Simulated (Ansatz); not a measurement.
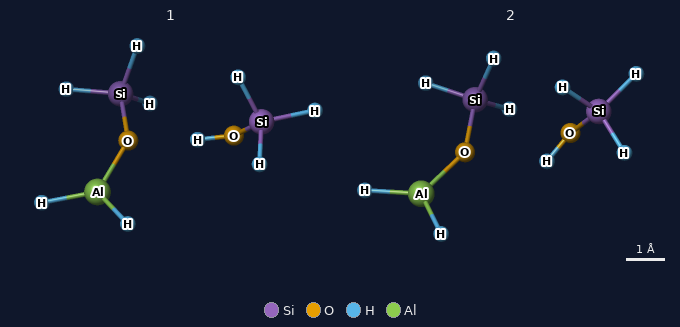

Two geometries of AlSi$_{2}$H$_{9}$O$_{2}$, drawn at one scale. One is the start of a relaxation, the other its converged end. The picture is a ball-and-stick view, seen from a free direction.

Theory: RKS BHLYP/6-31G* in Ansatz. Set-up: no spin polarisation; force threshold 0.03 eV/Å; at most 50 steps.

Question: Which geometry has the lower energy?

Answer: Structure 1 is the relaxed one. The run prepares an end point of a later path (reaction) calculation, from a guessed geometry. The atom that moves furthest after the best rigid fit is an H atom (1.14 Å). Largest moves by element: H 1.14 Å, Si 0.49 Å, Al 0.43 Å, O 0.32 Å. Near-neighbour distances that change, for instance: H–O 0.977 → 0.964 Å, O–Si 1.665 → 1.653 Å, Al–O 1.699 → 1.711 Å, O–Si 1.649 → 1.642 Å. Among the angles between lasting bonds that change: Si–O–Al 146.2° → 141.6°, H–Si–O 107.6° → 109.7°. Over 16 accepted moves (18 points after the start) the energy falls by 12.1 kJ/mol. Largest force component: 0.82 eV/Å at the start, 0.029 eV/Å at the end. The line search rejected the trial steps at points 8, 15 of the run. The forces were under the threshold at step 6, but the run went on from there.

Limits of the set-up: the start holds two separate molecules, 2.2 Å apart at their closest, whose relative position is a soft coordinate and is computed without a dispersion correction.
